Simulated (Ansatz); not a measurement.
# CH₆NSi radical: one molecule under many settings

How do the results and run time of CH₆NSi radical respond when the settings are drawn wide?

Method: the settings change from run to run; program: Ansatz 0.2.0, Gaussian basis.

### Step 1. The relaxed structure

An earlier PBE0-D4 in a triple-zeta def2 set relaxation fixed the geometry.

SMILES `C[SiH]N`, 9 atoms, charge 0, spin multiplicity 2.

Atoms are counted from 1 here; the program's logs count them from 0.

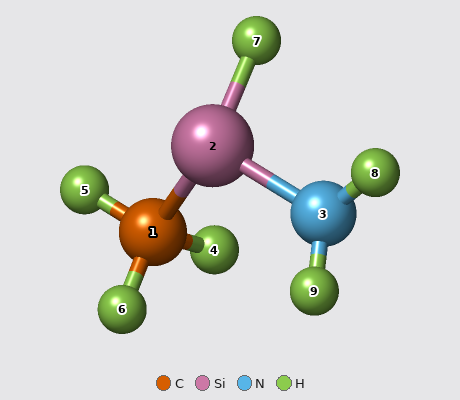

The structure; carbon orange, silicon pink, nitrogen blue, hydrogen green; atoms are numbered from 1 in the order of the file.

Coordinates:

```xyz
9
CH6NSi
C    -0.6784    0.8106   -0.8374
Si    0.8526    0.1925    0.0527
N     0.3728   -1.0004    1.2100
H    -1.2052   -0.0203   -1.3157
H    -0.4032    1.5376   -1.6047
H    -1.3659    1.3027   -0.1452
H     1.7847   -0.5038   -0.8892
H     1.0772   -1.5866    1.6306
H    -0.3462   -0.7786    1.8817
```

### Step 2. BHLYP/6-31G*

This run has restricted open-shell orbitals, D4 dispersion.

Input file in.yaml:

```yaml
crystal:
  periodic: [false, false, false]
  atoms:
    - {symbol: C, position_ang: [-0.678396, 0.810636, -0.837431]}
    - {symbol: Si, position_ang: [0.852586, 0.192450, 0.052749]}
    - {symbol: N, position_ang: [0.372802, -1.000401, 1.210033]}
    - {symbol: H, position_ang: [-1.205214, -0.020311, -1.315689]}
    - {symbol: H, position_ang: [-0.403191, 1.537608, -1.604726]}
    - {symbol: H, position_ang: [-1.365861, 1.302672, -0.145155]}
    - {symbol: H, position_ang: [1.784742, -0.503807, -0.889174]}
    - {symbol: H, position_ang: [1.077188, -1.586599, 1.630629]}
    - {symbol: H, position_ang: [-0.346157, -0.778648, 1.881665]}
basis:
  gaussian: {orbitals: "6-31G*"}
magnetization: {spin_polarized: false, initial_magnetization: 1}
hamiltonian: {xc: {name: BHLYP}, dispersion: d4}
```

Started as:

```console
$ ansatz run in.yaml --threads 2 --pin off --events-out ev --progress --plain --max-ram 32768MiB --backend cpu
```

The program printed:

```text
Functional definition: BHLYP
  name "BHLYP"
  cite "Becke, J. Chem. Phys. 98, 1372 (1993) doi:10.1063/1.464304"
  cite "Becke, Phys. Rev. A 38, 3098 (1988) doi:10.1103/PhysRevA.38.3098"
  cite "Lee, Yang & Parr, Phys. Rev. B 37, 785 (1988) doi:10.1103/PhysRevB.37.785"
  parameter a = 0.5
  exchange = (1 - a)*b88_x + a*exact_x
  correlation = lyp_c
635 factors; integrals over basis functions are off by at most 8.0e-4 eV
mean field evaluation 1: about -10494.3082 eV, gradient 5.0e1 eV
mean field evaluation 2: about -10494.3298 eV, gradient 5.0e1 eV
mean field evaluation 4: about -10499.4521 eV, gradient 8.8e0 eV
mean field evaluation 8: about -10499.6558 eV, gradient 5.0e-1 eV
mean field evaluation 16: about -10499.6573 eV, gradient 3.5e-5 eV
mean field -10499.65725799 eV, -385.8552873077 hartree, gradient 3.5e-5 eV, S^2 0.750000; 0 other end points of the search recorded, 0 dependent functions left out
reference -10499.65739737 eV, -385.8552924300 hartree; 17, 16 occupied and 44, 45 virtual orbitals, 635 factors
Total energy: -10499.83397463 eV, -385.8617815244 hartree
```

Run time: 2.1 s. Hardware: 2 threads, shared host.

### Step 3. PBE0-DH/aug-pcseg-2

in.yaml, as its differences from that of step 2:

```diff
@@ -13,4 +13,4 @@
 basis:
-  gaussian: {orbitals: "6-31G*"}
-magnetization: {spin_polarized: false, initial_magnetization: 1}
-hamiltonian: {xc: {name: BHLYP}, dispersion: d4}
+  gaussian: {orbitals: aug-pcseg-2}
+magnetization: {spin_polarized: true, initial_magnetization: 1}
+hamiltonian: {xc: {name: PBE0-DH}}
```

Same command.

The program printed, cut to the lines that bear on the results:

```text
Functional definition: PBE0-DH
  name "PBE0-DH"
  cite "Brémond & Adamo, J. Chem. Phys. 135, 024106 (2011) doi:10.1063/1.3604569"
  cite "Perdew, Burke & Ernzerhof, Phys. Rev. Lett. 77, 3865 (1996) doi:10.1103/PhysRevLett.77.3865"
[...]
1680 factors; integrals over basis functions are off by at most 6.4e-4 eV
[...]
mean field -10494.55924885 eV, -385.6679389276 hartree, gradient 7.2e-6 eV, S^2 0.753397; 0 other end points of the search recorded, 0 dependent functions left out
7 core orbitals not correlated: weight in the atoms' cores, before any rotation towards them, 1.000 or more for the frozen orbitals, at most 0.000 for the correlated occupied ones
reference -10494.55928618 eV, -385.6679402994 hartree; 10, 9 occupied and 263, 264 virtual orbitals, 1680 factors
second order -16.76599340 eV of doubles, -0.00000000 eV of singles
Total energy: -10496.65503536 eV, -385.7449576610 hartree
```

Run time: 19 s. Hardware: 2 threads, shared host; peak memory 1.1 GiB.

⟨S²⟩ 0.753.

### Step 4. PBE0-DH/pcseg-2

This run has atoms shaken by 0.15 Å, high accuracy.

Input file in.yaml:

```yaml
crystal:
  periodic: [false, false, false]
  atoms:
    - {symbol: C, position_ang: [-0.648165, 0.759389, -0.957839]}
    - {symbol: Si, position_ang: [0.696164, 0.254948, 0.081795]}
    - {symbol: N, position_ang: [0.045483, -1.057382, 0.976606]}
    - {symbol: H, position_ang: [-0.948314, 0.044929, -1.083221]}
    - {symbol: H, position_ang: [-0.287368, 1.381268, -1.472413]}
    - {symbol: H, position_ang: [-1.480307, 1.034303, -0.018334]}
    - {symbol: H, position_ang: [1.574096, -0.550036, -0.957807]}
    - {symbol: H, position_ang: [1.026214, -1.625907, 1.701407]}
    - {symbol: H, position_ang: [-0.441696, -0.871772, 1.992217]}
basis:
  gaussian: {orbitals: pcseg-2}
magnetization: {spin_polarized: true, initial_magnetization: 1}
hamiltonian: {xc: {name: PBE0-DH}}
accuracy: high
```

Same command.

The program printed, cut to the lines that bear on the results:

```text
Functional definition: PBE0-DH
  name "PBE0-DH"
  cite "Brémond & Adamo, J. Chem. Phys. 135, 024106 (2011) doi:10.1063/1.3604569"
  cite "Perdew, Burke & Ernzerhof, Phys. Rev. Lett. 77, 3865 (1996) doi:10.1103/PhysRevLett.77.3865"
[...]
3304 factors; integrals over basis functions are off by at most 5.8e-9 eV
[...]
mean field -10487.12749241 eV, -385.3948269158 hartree, gradient 3.9e-8 eV, S^2 0.753122; 0 other end points of the search recorded, 0 dependent functions left out
7 core orbitals not correlated: weight in the atoms' cores, before any rotation towards them, 1.000 or more for the frozen orbitals, at most 0.000 for the correlated occupied ones
reference -10487.12749469 eV, -385.3948269995 hartree; 10, 9 occupied and 161, 162 virtual orbitals, 3304 factors
second order -17.36965436 eV of doubles, -0.00000000 eV of singles
Total energy: -10489.29870148 eV, -385.4746173775 hartree
```

It took 25 s on 2 threads, shared host; peak memory 1 GiB.

⟨S²⟩ 0.753.

### Step 5. wB97M-V/cc-pVDZ

Set apart from the defaults: multiplicity 4.

Input file in.yaml:

```yaml
crystal:
  periodic: [false, false, false]
  atoms:
    - {symbol: C, position_ang: [-0.678396, 0.810636, -0.837431]}
    - {symbol: Si, position_ang: [0.852586, 0.192450, 0.052749]}
    - {symbol: N, position_ang: [0.372802, -1.000401, 1.210033]}
    - {symbol: H, position_ang: [-1.205214, -0.020311, -1.315689]}
    - {symbol: H, position_ang: [-0.403191, 1.537608, -1.604726]}
    - {symbol: H, position_ang: [-1.365861, 1.302672, -0.145155]}
    - {symbol: H, position_ang: [1.784742, -0.503807, -0.889174]}
    - {symbol: H, position_ang: [1.077188, -1.586599, 1.630629]}
    - {symbol: H, position_ang: [-0.346157, -0.778648, 1.881665]}
basis:
  gaussian: {orbitals: cc-pVDZ}
magnetization: {spin_polarized: true, initial_magnetization: 3}
hamiltonian: {xc: {name: wB97M-V}}
output: {forces: true}
```

The command is unchanged.

The program printed:

```text
Functional definition: wB97M-V
  name "wB97M-V"
  cite "Mardirossian & Head-Gordon, J. Chem. Phys. 144, 214110 (2016) doi:10.1063/1.4952647"
  cite "Becke, J. Chem. Phys. 107, 8554 (1997) doi:10.1063/1.475007"
  cite "Vydrov & Van Voorhis, J. Chem. Phys. 133, 244103 (2010) doi:10.1063/1.3521275"
  # Of w^i u^j: cxij and so on, Table III.
  parameter omega = 0.3/bohr
  parameter cx = 0.15
  parameter cx01 = 1.007
  parameter cx10 = 0.259
  parameter css00 = 0.443
  parameter css04 = -1.437
  parameter css10 = -4.535
  parameter css20 = -3.390
  parameter css43 = 4.278
  parameter cos00 = 1.000
  parameter cos10 = 1.358
  parameter cos20 = 2.924
  parameter cos21 = -8.812
  parameter cos60 = -1.390
  parameter cos61 = 9.142
  parameter b = 6.0
  parameter c = 0.01
  gx(w, u) = 1 - cx + cx01*u + cx10*w
  gss(w, u) = css00 + css04*u^4 + css10*w + css20*w^2 + css43*w^4*u^3
  gos(w, u) = cos00 + cos10*w + (cos20 + cos21*u)*w^2 + (cos60 + cos61*u)*w^6
  exchange = spin_sum(e_x_unif_sr(omega)*gx(b97_w, b97_u_x)) + cx*exact_x_sr(omega) + exact_x_lr(omega)
  correlation = spin_sum(e_c_pw_mod_same_spin*gss(b97_w, b97_u_same))
      + integral(e_c_pw_mod_opposite_spin*gos(b97_w_opposite, b97_u_opposite)) + vv10(b, c)
708 factors; integrals over basis functions are off by at most 1.1e-3 eV
252 factors; integrals over basis functions are off by at most 8.4e-6 eV
mean field evaluation 1: about -10487.6740 eV, gradient 2.8e1 eV
mean field evaluation 2: about -10488.7085 eV, gradient 2.7e1 eV
mean field evaluation 4: about -10491.9801 eV, gradient 3.0e0 eV
mean field evaluation 8: about -10492.4927 eV, gradient 6.9e-1 eV
mean field evaluation 16: about -10492.5146 eV, gradient 6.2e-3 eV
mean field evaluation 32: about -10491.6037 eV, gradient 4.4e0 eV
mean field -10492.51461575 eV, -385.5928000470 hartree, gradient 3.9e-5 eV, S^2 3.752584; 2 other end points of the search recorded, 0 dependent functions left out
the calculation of the forces begins
reference -10492.51465417 eV, -385.5928014588 hartree; 18, 15 occupied and 58, 61 virtual orbitals, 708 factors
Total energy: -10492.51465417 eV, -385.5928014588 hartree
Atom 0 at    -0.678396     0.810636    -0.837431 Å, force     0.033407     0.150982     0.162885 eV/Å
Atom 1 at     0.852586     0.192450     0.052749 Å, force     1.577412     3.426175    -3.759006 eV/Å
Atom 2 at     0.372802    -1.000401     1.210033 Å, force    -0.682294    -1.551879     0.821094 eV/Å
Atom 3 at    -1.205214    -0.020311    -1.315689 Å, force    -0.179165    -0.236114    -0.112733 eV/Å
Atom 4 at    -0.403191     1.537608    -1.604726 Å, force     0.051619     0.142032    -0.270275 eV/Å
Atom 5 at    -1.365861     1.302672    -0.145155 Å, force    -0.193122     0.043643     0.120861 eV/Å
Atom 6 at     1.784742    -0.503807    -0.889174 Å, force     0.014878    -0.029764     0.138916 eV/Å
Atom 7 at     1.077188    -1.586599     1.630629 Å, force     2.066808    -2.371773     0.977647 eV/Å
Atom 8 at    -0.346157    -0.778648     1.881665 Å, force    -2.689542     0.426698     1.920610 eV/Å
Dipole moment:    -0.187412    -0.022520    -0.085623 e Å
```

Run time: 12 s. Hardware: 2 threads, shared host.

Largest force 5.325 eV/Å, dipole 1.00 D, ⟨S²⟩ 3.753.

### Step 6. r2SCAN/aug-cc-pVDZ

Options: coordinates scaled by 0.92, a grid of angular degree 11, D3(BJ) with three-body dispersion.

Input file in.yaml:

```yaml
crystal:
  periodic: [false, false, false]
  atoms:
    - {symbol: C, position_ang: [-0.624124, 0.745785, -0.770437]}
    - {symbol: Si, position_ang: [0.784379, 0.177054, 0.048529]}
    - {symbol: N, position_ang: [0.342978, -0.920368, 1.113231]}
    - {symbol: H, position_ang: [-1.108797, -0.018686, -1.210434]}
    - {symbol: H, position_ang: [-0.370936, 1.414599, -1.476348]}
    - {symbol: H, position_ang: [-1.256592, 1.198458, -0.133543]}
    - {symbol: H, position_ang: [1.641963, -0.463503, -0.818040]}
    - {symbol: H, position_ang: [0.991013, -1.459671, 1.500179]}
    - {symbol: H, position_ang: [-0.318465, -0.716356, 1.731132]}
basis:
  gaussian: {orbitals: aug-cc-pVDZ, final_grid: {core_spheres: 5, valence_spheres: 4, degree: 11}}
magnetization: {spin_polarized: true, initial_magnetization: 1}
hamiltonian: {xc: {name: r2SCAN}, dispersion: d3bjatm}
output: {forces: true}
```

Same command.

The program printed, cut to the lines that bear on the results:

```text
Functional definition: r2SCAN
  name "r2SCAN"
  cite "Furness, Kaplan, Ning, Perdew & Sun, J. Phys. Chem. Lett. 11, 8208 (2020) doi:10.1021/acs.jpclett.0c02405"
  cite "Furness, Kaplan, Ning, Perdew & Sun, J. Phys. Chem. Lett. 11, 9248 (2020) doi:10.1021/acs.jpclett.0c03077"
  parent r2scan
[...]
1187 factors; their error is unknown
[...]
mean field -10498.13968902 eV, -385.7995176767 hartree, gradient 3.4e-5 eV, S^2 0.752925; 0 other end points of the search recorded, 0 dependent functions left out
[...]
reference -10498.13973552 eV, -385.7995193856 hartree; 17, 16 occupied and 110, 111 virtual orbitals, 1187 factors
Total energy: -10498.18301230 eV, -385.8011097779 hartree
Atom 0 at    -0.624124     0.745785    -0.770437 Å, force     0.429031     0.276884     0.284151 eV/Å
Atom 1 at     0.784379     0.177054     0.048529 Å, force     3.092611     3.836087    -0.747269 eV/Å
Atom 2 at     0.342978    -0.920368     1.113231 Å, force    -1.397244    -1.964446    -1.057393 eV/Å
Atom 3 at    -1.108797    -0.018686    -1.210434 Å, force    -1.955385    -3.180998    -1.770436 eV/Å
Atom 4 at    -0.370936     1.414599    -1.476348 Å, force     0.838649     2.785864    -2.957796 eV/Å
Atom 5 at    -1.256592     1.198458    -0.133543 Å, force    -2.705246     1.858272     2.380053 eV/Å
Atom 6 at     1.641963    -0.463503    -0.818040 Å, force     1.951086    -1.247496    -1.823690 eV/Å
Atom 7 at     0.991013    -1.459671     1.500179 Å, force     3.500871    -3.219807     2.118847 eV/Å
Atom 8 at    -0.318465    -0.716356     1.731132 Å, force    -3.754372     0.855641     3.573533 eV/Å
Dipole moment:    -0.212102    -0.129945     0.198912 e Å
```

It took 3.5 s on 2 threads, shared host.

Largest force 5.253 eV/Å, dipole 1.53 D, ⟨S²⟩ 0.753.

### Step 7. r2SCAN50/cc-pVTZ-DK

Options: atoms shaken by 0.03 Å, D3(BJ) dispersion, relativity set to scalar.

Input file in.yaml:

```yaml
crystal:
  periodic: [false, false, false]
  atoms:
    - {symbol: C, position_ang: [-0.640240, 0.802345, -0.813745]}
    - {symbol: Si, position_ang: [0.894690, 0.213449, 0.072491]}
    - {symbol: N, position_ang: [0.372057, -1.052976, 1.214988]}
    - {symbol: H, position_ang: [-1.215203, -0.022534, -1.331921]}
    - {symbol: H, position_ang: [-0.374125, 1.562617, -1.609398]}
    - {symbol: H, position_ang: [-1.362631, 1.285378, -0.090885]}
    - {symbol: H, position_ang: [1.783040, -0.468787, -0.871611]}
    - {symbol: H, position_ang: [1.063851, -1.572308, 1.649057]}
    - {symbol: H, position_ang: [-0.351954, -0.777398, 1.852670]}
basis:
  gaussian: {orbitals: cc-pVTZ-DK}
magnetization: {spin_polarized: true, initial_magnetization: 1}
hamiltonian: {xc: {name: r2SCAN50}, dispersion: d3bj, pseudopotentials: {relativity: scalar}}
```

Launched as before.

The program printed, cut to the lines that bear on the results:

```text
Warning: the engine holds no damping parameters fitted to this dispersion correction and functional, so the run takes those fitted to r2scan50 beside the three-body term, which d3bj leaves out (hamiltonian.dispersion, under Limitations)
Functional definition: r2SCAN50
  name "r2SCAN50"
  cite "Bursch, Neugebauer, Ehlert & Grimme, J. Chem. Phys. 156, 134105 (2022) doi:10.1063/5.0086040"
  cite "Furness, Kaplan, Ning, Perdew & Sun, J. Phys. Chem. Lett. 11, 8208 (2020) doi:10.1021/acs.jpclett.0c02405"
  cite "Furness, Kaplan, Ning, Perdew & Sun, J. Phys. Chem. Lett. 11, 9248 (2020) doi:10.1021/acs.jpclett.0c03077"
  parent r2scan
[...]
1070 factors; their error is unknown
[...]
mean field -10517.98875293 eV, -386.5289573215 hartree, gradient 7.4e-5 eV, S^2 0.755067; 0 other end points of the search recorded, 0 dependent functions left out
reference -10517.98876046 eV, -386.5289575982 hartree; 17, 16 occupied and 161, 162 virtual orbitals, 1070 factors
Total energy: -10518.04340012 eV, -386.5309655687 hartree
Relativity: scalar
```

Wall time 8 s (2 threads, shared host); peak memory 0.48 GiB.

⟨S²⟩ 0.755.

### Step 8. CCSD/pcseg-2

This run has charge -1, multiplicity 1, high accuracy.

Input file in.yaml:

```yaml
crystal:
  periodic: [false, false, false]
  atoms:
    - {symbol: C, position_ang: [-0.678396, 0.810636, -0.837431]}
    - {symbol: Si, position_ang: [0.852586, 0.192450, 0.052749]}
    - {symbol: N, position_ang: [0.372802, -1.000401, 1.210033]}
    - {symbol: H, position_ang: [-1.205214, -0.020311, -1.315689]}
    - {symbol: H, position_ang: [-0.403191, 1.537608, -1.604726]}
    - {symbol: H, position_ang: [-1.365861, 1.302672, -0.145155]}
    - {symbol: H, position_ang: [1.784742, -0.503807, -0.889174]}
    - {symbol: H, position_ang: [1.077188, -1.586599, 1.630629]}
    - {symbol: H, position_ang: [-0.346157, -0.778648, 1.881665]}
basis:
  gaussian: {orbitals: pcseg-2}
total_charge: -1
hamiltonian: {xc: {name: HF}}
correlation: {method: ccsd}
accuracy: high
```

The command is unchanged.

The program printed, cut to the lines that bear on the results:

```text
Functional definition: HF
  name "HF"
  cite "Fock, Z. Phys. 61, 126 (1930) doi:10.1007/BF01340294"
  parent pbe
[...]
3280 factors; integrals over basis functions are off by at most 3.8e-9 eV
[...]
mean field -10469.23905265 eV, -384.7374388798 hartree, gradient 7.6e-8 eV, S^2 0.000000; 0 other end points of the search recorded, 0 dependent functions left out
7 core orbitals not correlated: weight in the atoms' cores, before any rotation towards them, 1.000 or more for the frozen orbitals, at most 0.000 for the correlated occupied ones
reference -10469.23905265 eV, -384.7374388798 hartree; 10, 10 occupied and 161, 161 virtual orbitals, 3280 factors
second order -14.37090807 eV of doubles, -0.00000000 eV of singles
cycle   1  -14.95497480 eV  change   -5.8e-1 eV  update   8.3e-2
[...]
cycle  28  -15.38565296 eV  change   3.0e-10 eV  update   1.3e-9
Total energy: -10484.62470561 eV, -385.3028511973 hartree
```

It took 76 s on 2 threads, shared host; peak memory 4.2 GiB.

T1 0.014.

### Step 9. wB97X-V/def2-SVP

in.yaml, as its differences from that of step 8:

```diff
@@ -13,6 +13,4 @@
 basis:
-  gaussian: {orbitals: pcseg-2}
-total_charge: -1
-hamiltonian: {xc: {name: HF}}
-correlation: {method: ccsd}
-accuracy: high
+  gaussian: {orbitals: def2-SVP}
+magnetization: {spin_polarized: true, initial_magnetization: 1}
+hamiltonian: {xc: {name: wB97X-V}}
```

Launched as before.

The program printed, cut to the lines that bear on the results:

```text
Functional definition: wB97X-V
  name "wB97X-V"
  cite "Mardirossian & Head-Gordon, Phys. Chem. Chem. Phys. 16, 9904 (2014) doi:10.1039/C3CP54374A"
  cite "Becke, J. Chem. Phys. 107, 8554 (1997) doi:10.1063/1.475007"
  cite "Vydrov & Van Voorhis, J. Chem. Phys. 133, 244103 (2010) doi:10.1063/1.3521275"
[...]
      + integral(e_c_pw_opposite_spin*poly(b97_u_opposite, cos0, cos1)) + vv10(b, c)
769 factors; integrals over basis functions are off by at most 1.1e-3 eV
252 factors; integrals over basis functions are off by at most 7.6e-6 eV
[...]
mean field -10495.36070342 eV, -385.6973918396 hartree, gradient 8.2e-5 eV, S^2 0.752115; 0 other end points of the search recorded, 0 dependent functions left out
reference -10495.36070230 eV, -385.6973917986 hartree; 17, 16 occupied and 59, 60 virtual orbitals, 769 factors
Total energy: -10495.36070230 eV, -385.6973917986 hartree
```

Run time: 6 s. Hardware: 2 threads, shared host.

⟨S²⟩ 0.752.

### Step 10. r2SCAN50/cc-pVDZ

Options: restricted open-shell orbitals, D3(BJ) with three-body dispersion, the search for lower states set to light.

in.yaml, as its differences from that of step 9:

```diff
@@ -13,4 +13,6 @@
 basis:
-  gaussian: {orbitals: def2-SVP}
-magnetization: {spin_polarized: true, initial_magnetization: 1}
-hamiltonian: {xc: {name: wB97X-V}}
+  gaussian: {orbitals: cc-pVDZ}
+magnetization: {spin_polarized: false, initial_magnetization: 1}
+hamiltonian: {xc: {name: r2SCAN50}, dispersion: d3bjatm}
+scf: {lower_state_search: light}
+output: {forces: true}
```

Same command.

The program printed, cut to the lines that bear on the results:

```text
Functional definition: r2SCAN50
  name "r2SCAN50"
  cite "Bursch, Neugebauer, Ehlert & Grimme, J. Chem. Phys. 156, 134105 (2022) doi:10.1063/5.0086040"
  cite "Furness, Kaplan, Ning, Perdew & Sun, J. Phys. Chem. Lett. 11, 8208 (2020) doi:10.1021/acs.jpclett.0c02405"
  cite "Furness, Kaplan, Ning, Perdew & Sun, J. Phys. Chem. Lett. 11, 9248 (2020) doi:10.1021/acs.jpclett.0c03077"
  parent r2scan
[...]
708 factors; integrals over basis functions are off by at most 1.1e-3 eV
[...]
mean field -10499.05372256 eV, -385.8331077898 hartree, gradient 3.5e-5 eV, S^2 0.750000; 0 other end points of the search recorded, 0 dependent functions left out
[...]
reference -10499.05372880 eV, -385.8331080193 hartree; 17, 16 occupied and 59, 60 virtual orbitals, 708 factors
Total energy: -10499.10821977 eV, -385.8351105255 hartree
Atom 0 at    -0.678396     0.810636    -0.837431 Å, force    -0.028580     0.030609    -0.040639 eV/Å
Atom 1 at     0.852586     0.192450     0.052749 Å, force     0.101804     0.125361    -0.119312 eV/Å
Atom 2 at     0.372802    -1.000401     1.210033 Å, force    -0.136317    -0.273016     0.211226 eV/Å
Atom 3 at    -1.205214    -0.020311    -1.315689 Å, force     0.017676     0.007125     0.017966 eV/Å
Atom 4 at    -0.403191     1.537608    -1.604726 Å, force    -0.009350    -0.008069     0.002081 eV/Å
Atom 5 at    -1.365861     1.302672    -0.145155 Å, force     0.007734    -0.008667    -0.001293 eV/Å
Atom 6 at     1.784742    -0.503807    -0.889174 Å, force    -0.001851     0.026472    -0.011626 eV/Å
Atom 7 at     1.077188    -1.586599     1.630629 Å, force    -0.087611     0.111276    -0.008944 eV/Å
Atom 8 at    -0.346157    -0.778648     1.881665 Å, force     0.136494    -0.011093    -0.049457 eV/Å
Dipole moment:    -0.122074    -0.027390     0.228071 e Å
```

Run time: 4 s. Hardware: 2 threads, shared host.

Largest force 0.371 eV/Å, dipole 1.25 D.

### Step 11. The runs in one table

```csv
level,charge,multiplicity,geometry,functions,energy (eV),time
BHLYP/6-31G*,0,2,relaxed,61,-10499.834,2.1 s
PBE0-DH/aug-pcseg-2,0,2,relaxed,280,-10496.655,19 s
PBE0-DH/pcseg-2,0,2,shaken,178,-10489.299,25 s
wB97M-V/cc-pVDZ,0,4,relaxed,76,-10492.515,12 s
r2SCAN/aug-cc-pVDZ,0,2,scaled,127,-10498.183,3.5 s
r2SCAN50/cc-pVTZ-DK,0,2,shaken,178,-10518.043,8 s
CCSD/pcseg-2,-1,1,relaxed,178,-10484.625,76 s
wB97X-V/def2-SVP,0,2,relaxed,76,-10495.361,6 s
r2SCAN50/cc-pVDZ,0,2,relaxed,76,-10499.108,4 s
```

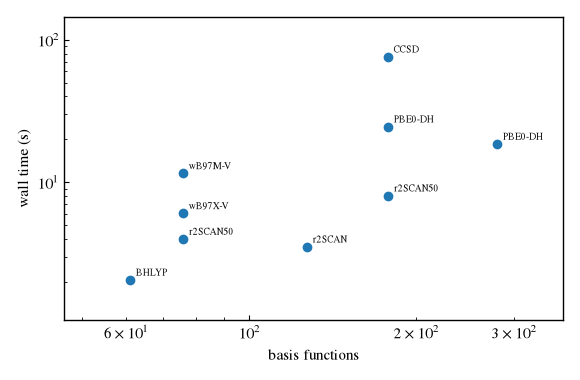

Wall time against the number of basis functions (shared host).

### Step 12. Summary of results

```
                                         quantity                value
                                             runs                    9
                                         quickest  BHLYP/6-31G*, 2.1 s
                                          slowest   CCSD/pcseg-2, 76 s
spread of total energies, same state and geometry               4.5 eV
```

**Reading.** Run time spans a factor of 37, from BHLYP/6-31G* to CCSD/pcseg-2. The jobs differ in tasks and options as well as level. The totals spread over 4 eV; they can't be compared across methods or bases. At the PBE0-D4/def2-TZVP geometry and in the same state, runs without warnings or point charges leave forces up to 0.37 eV/Å (r2SCAN50/cc-pVDZ), against 5.3 eV/Å where the atoms were moved.
